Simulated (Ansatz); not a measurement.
# Cl₂H₃O₃Ta···H₂: what the fields show

```xyz
11

Ta   -0.1848   -0.1851    0.1912
O     1.7850   -0.3937    0.3361
H     2.0908   -0.6602    1.2255
Cl   -0.1788   -0.6014    2.5764
O    -0.0103    0.0697   -1.6623
H     0.2036    0.2421   -2.5904
Cl   -1.5405    1.7113    0.5170
O    -1.2021   -1.7826   -0.0310
H    -1.4003   -2.3064    0.7695
H     1.4187    2.3568    0.1616
H     1.8939    1.8149    0.1504
```

Core potentials replace the inner electrons of Ta; not at a stationary point (largest force 1.9 eV/Å).

The calculation used Ansatz, RKS revPBE/def2-SVP.

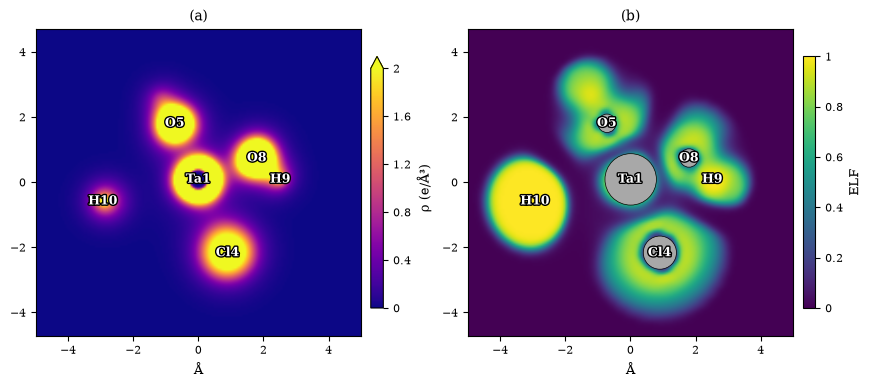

Figure 1. (a) electron density; (b) electron localisation function on the plane of atoms Cl4, Ta1 and O8. Grey discs cover the atomic cores in the ELF map.

### What do the fields say about this system?

Atoms in the plane: Ta, Cl, O and H. Ta–O (1.88 Å): ρ is about 1 e/Å³ halfway; the ELF peaks at about 0.80 in the valence shell of O, 0.5 Å from its nucleus, and drops to about 0.20 between the two atoms. Ta–Cl (2.42 Å): ρ is about 0.51 e/Å³ halfway; the ELF peaks at about 0.85 in the valence shell of Cl, 0.9 Å from its nucleus, and is about 0.30 at the midpoint. O–H (0.98 Å): ρ is about 3.6 e/Å³ halfway; the ELF climbs to about 1 towards the hydrogen, as it does in any bond to H; a covalent bond by its length.

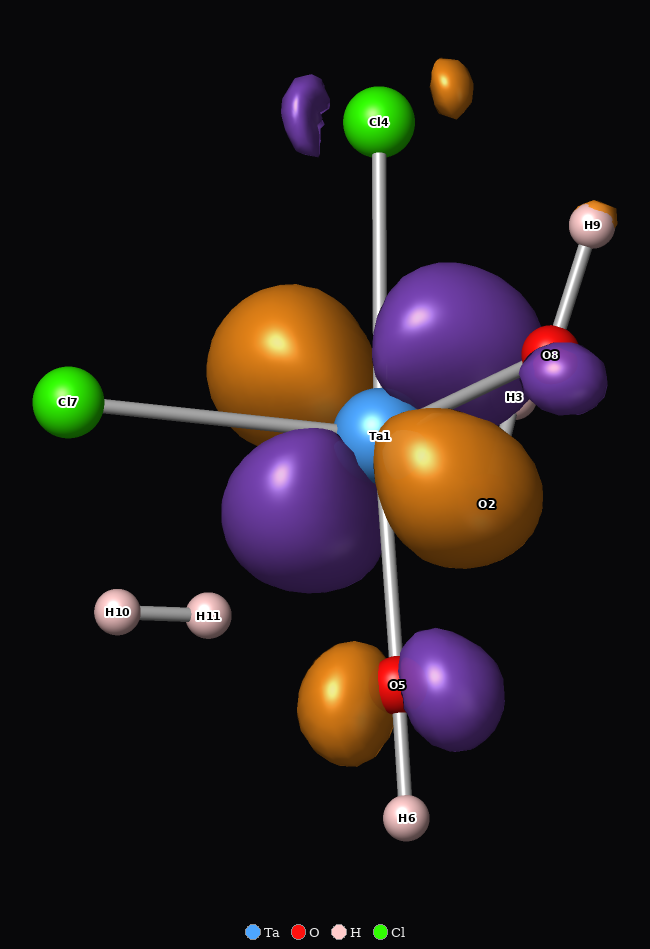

Figure 2. The LUMO at ±0.2 Å⁻³ᐟ² (orange and purple are the two phases), seen at an oblique angle.

### What is the character of this orbital?

Its weight (Hirshfeld) is mainly on Ta1 (about 65 %), O5 (about 10 %) and Cl4 (about 10 %). Its energy is −3.00 eV.

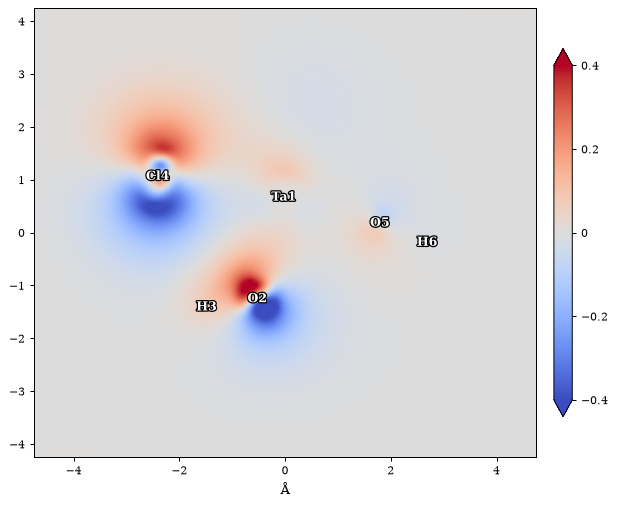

Figure 3. The HOMO−1 on the plane of atoms O2, Ta1 and O5 (values in Å⁻³ᐟ²; the overall sign is arbitrary).

### Describe this orbital and give its energy.

It lies mainly on Cl4 (about 55 %), O2 (about 20 %), Cl7 (about 10 %) and O8 (about 10 %); largely a combination of lone pairs on Cl4, O2, Cl7 and O8. Its energy is −7.22 eV.
